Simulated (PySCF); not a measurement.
## What a change does: NMR shielding calculation on C2ClF3O

System: C2ClF3O (CF3C(O)Cl), SMILES O=C(Cl)C(F)(F)F.
Method of the first run: GIAO PBE0/def2-SVP NMR shielding, non-relativistic, gas phase (PySCF 2.14.0).

The geometry comes from this level: PBE0-D3(BJ)/def2-SVP. Text and figures count atoms from 1; the logs count them from 0 in places.

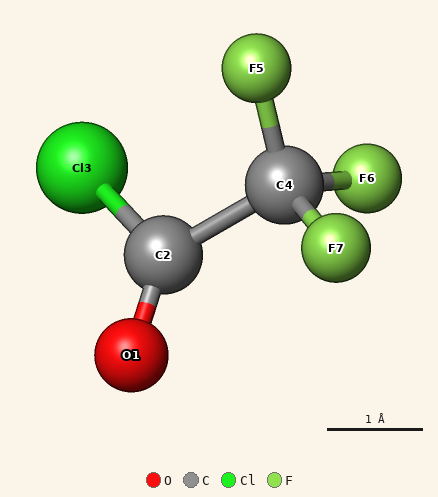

Fig. 1: The input geometry (ball-and-stick view, seen at a tilt; atoms are numbered from 1 in the order of the input). Bond lengths as drawn: C–C 1.55 Å, C–Cl 1.75 Å, C–F 1.32 to 1.33 Å and C–O 1.18 Å.

### Input file, the first run
```
{"job": {"kind": "nmr", "xc": "PBE0", "basis": "def2-SVP", "pop": true}, "charge": 0, "multiplicity": 1}
O      1.331203     1.266314    -0.432580
C      0.862509     0.270439    -0.010008
Cl     1.780117    -1.021059     0.731269
C     -0.646646    -0.061673    -0.066672
F     -1.096824    -0.384635     1.136671
F     -0.843471    -1.086617    -0.886347
F     -1.313516     0.985038    -0.513423
```

The first line tells a small driver script what to run in PySCF; the rest is the geometry in Å.

Command:
```bash
OMP_NUM_THREADS=1 python <driver script> task.json out
```

Hardware: 1 CPU thread, shared host.

### Output (the first run)
```
coarse grid: 8144 points
cycle   1  E = -909.6919692755  dE =  1.363e+00  |g| = 1.208e+00  |ddm| = 3.066e+00
cycle   2  E = -908.8445203329  dE =  8.474e-01  |g| = 2.482e+00  |ddm| = 2.604e+00
cycle   3  E = -909.9502711190  dE = -1.106e+00  |g| = 3.007e-01  |ddm| = 1.929e+00
cycle   4  E = -909.9655096622  dE = -1.524e-02  |g| = 1.279e-01  |ddm| = 3.616e-01
cycle   5  E = -909.9685732206  dE = -3.064e-03  |g| = 1.558e-02  |ddm| = 1.061e-01
cycle   6  E = -909.9686211632  dE = -4.794e-05  |g| = 5.890e-03  |ddm| = 1.729e-02
cycle   7  E = -909.9686295615  dE = -8.398e-06  |g| = 1.481e-03  |ddm| = 7.495e-03
final grid: 80184 points
cycle   8  E = -910.0788966660  dE = -2.120e-06  |g| = 1.171e-02  |ddm| = 1.666e-02
cycle   9  E = -910.0788083819  dE =  8.828e-05  |g| = 2.455e-02  |ddm| = 2.531e-02
cycle  10  E = -910.0789221004  dE = -1.137e-04  |g| = 1.070e-03  |ddm| = 1.797e-02
cycle  11  E = -910.0789223161  dE = -2.157e-07  |g| = 1.445e-04  |ddm| = 9.917e-04
cycle  12  E = -910.0789223196  dE = -3.472e-09  |g| = 4.151e-05  |ddm| = 1.621e-04
cycle  13  E = -910.0789223200  dE = -3.424e-10  |g| = 1.599e-05  |ddm| = 5.213e-05
converged SCF energy = -910.0789223200

GIAO shielding tensors (ppm)
atom      isotropic    diamagn.    paramagn.     s11        s22        s33       span
  0 O     -224.364     390.387    -614.751   -634.110   -353.402    314.419    948.529
  1 C       25.620     257.008    -231.388    -66.459     65.622     77.697    144.156
  2 Cl     571.126    1145.225    -574.098    183.278    590.690    939.410    756.132
  3 C       77.177     244.723    -167.546     59.948     76.828     94.753     34.805
  4 F      283.739     470.417    -186.678    218.590    281.613    351.014    132.423
  5 F      283.163     470.374    -187.211    217.453    279.830    352.206    134.752
  6 F      293.879     469.580    -175.700    231.743    297.539    352.356    120.614
```

The input of the second run differs as follows (lines with − go, lines with + come):
```diff
-"basis": "def2-SVP"
+"basis": "aug-cc-pVDZ"
```

Predict how the results change.

The total energy of the second run is 349.3 kcal/mol lower, which measures the change of basis and not a stability. The HOMO goes from −9.40 to −9.56 eV. The LUMO goes from −2.09 to −2.34 eV. The dipole moment goes from 0.77 to 0.87 D. Of all shieldings, the largest change is that of Cl3, by −15.3 ppm. Diffuse functions give room to the loosely bound empty orbitals, which lowers the LUMO. The number of SCF iterations is the same. The basis functions go from 102 to 165.

### Output (the second run)
```
coarse grid: 8144 points
cycle   1  E = -910.3810596605  dE =  1.443e+00  |g| = 1.131e+00  |ddm| = 5.019e+00
cycle   2  E = -909.5899191026  dE =  7.911e-01  |g| = 2.388e+00  |ddm| = 4.031e+00
cycle   3  E = -910.6082235951  dE = -1.018e+00  |g| = 2.807e-01  |ddm| = 2.833e+00
cycle   4  E = -910.6214105760  dE = -1.319e-02  |g| = 1.198e-01  |ddm| = 4.800e-01
cycle   5  E = -910.6240705948  dE = -2.660e-03  |g| = 1.732e-02  |ddm| = 1.388e-01
cycle   6  E = -910.6241318254  dE = -6.123e-05  |g| = 5.746e-03  |ddm| = 3.269e-02
cycle   7  E = -910.6241396179  dE = -7.793e-06  |g| = 1.588e-03  |ddm| = 9.063e-03
final grid: 80184 points
cycle   8  E = -910.6354727475  dE = -1.070e-05  |g| = 1.118e-02  |ddm| = 6.630e-02
cycle   9  E = -910.6353929804  dE =  7.977e-05  |g| = 2.350e-02  |ddm| = 3.771e-02
cycle  10  E = -910.6354957599  dE = -1.028e-04  |g| = 1.289e-03  |ddm| = 2.541e-02
cycle  11  E = -910.6354960895  dE = -3.297e-07  |g| = 2.085e-04  |ddm| = 1.861e-03
cycle  12  E = -910.6354960973  dE = -7.735e-09  |g| = 5.874e-05  |ddm| = 3.281e-04
cycle  13  E = -910.6354960980  dE = -7.460e-10  |g| = 1.685e-05  |ddm| = 1.027e-04
converged SCF energy = -910.6354960980

GIAO shielding tensors (ppm)
atom      isotropic    diamagn.    paramagn.     s11        s22        s33       span
  0 O     -215.250     397.118    -612.368   -598.739   -339.159    292.147    890.886
  1 C       27.483     245.018    -217.535    -71.665     68.348     85.765    157.430
  2 Cl     555.792    1143.713    -587.922    174.418    552.767    940.189    765.772
  3 C       80.072     236.084    -156.011     60.861     81.082     98.273     37.412
  4 F      273.349     465.025    -191.676    204.934    266.361    348.752    143.819
  5 F      272.540     465.180    -192.640    204.096    263.758    349.766    145.670
  6 F      279.777     465.248    -185.471    213.745    281.758    343.828    130.083
```

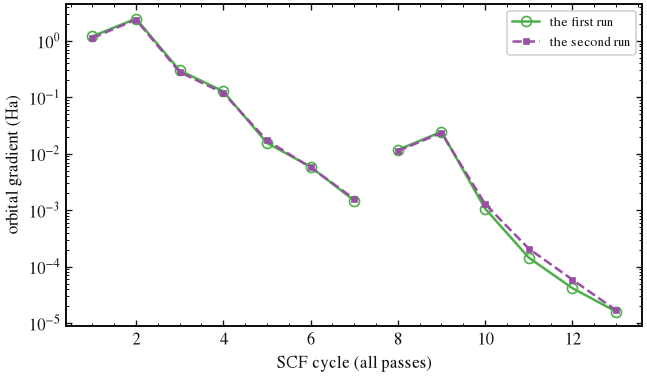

Fig. 2: Convergence of the two runs: orbital gradient against the SCF cycle. A break in a curve parts two SCF passes (coarse and final grid). The first run takes 13 cycles in all, and the second run takes 13.

### The two runs side by side

```tsv
quantity	the first run	the second run
outcome	converged	converged
total energy (hartree)	−910.078922	−910.635496
HOMO (eV)	−9.40	−9.56
LUMO (eV)	−2.09	−2.34
dipole moment (D)	0.77	0.87
shielding of O1 (ppm)	−224.4	−215.3
shielding of C2 (ppm)	25.6	27.5
shielding of Cl3 (ppm)	571.1	555.8
shielding of C4 (ppm)	77.2	80.1
shielding of F5 (ppm)	283.7	273.3
shielding of F6 (ppm)	283.2	272.5
shielding of F7 (ppm)	293.9	279.8
SCF iterations	13	13
basis functions	102	165
wall time (shared host)	6.4 s	13 s
```
